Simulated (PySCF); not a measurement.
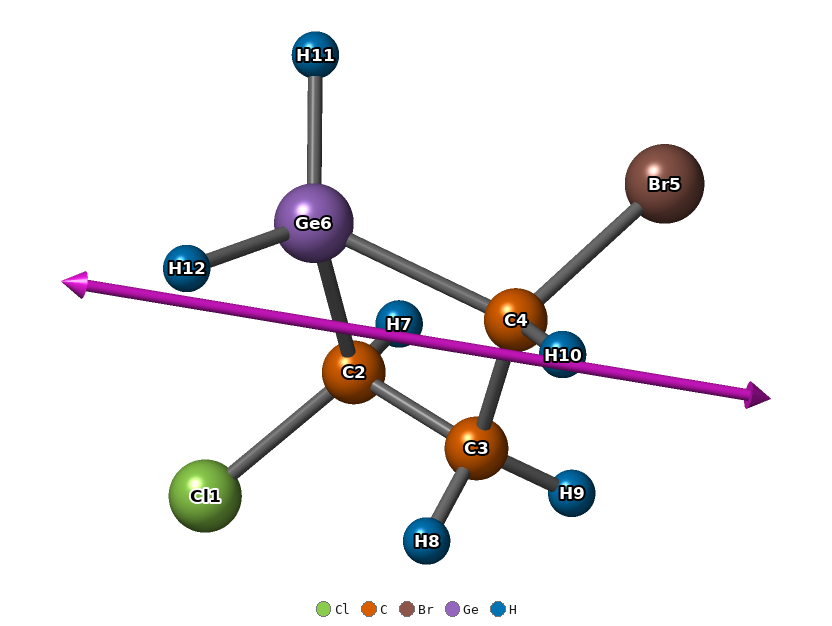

The double arrow shows the direction of the transition dipole to excited singlet state 1 (its length means nothing). Computed geometry: GFN2-xTB optimisation. No frequency run is at hand to confirm it as a minimum. Method: TDDFT B3LYP/def2-SVPD, vertical, gas phase, core orbitals frozen in the response (PySCF 2.14.0).

Question. Give its energy, strength and character.

Answer. 5.31 eV (234 nm), oscillator strength 0.020, mainly HOMO → LUMO (weight 0.86); transition dipole 0.99 D.

The geometry is semi-empirical. Around Br, Ge such bond lengths and angles can be off by a tenth of an ångström or more and by several degrees, and values that hang on the shape move with them.
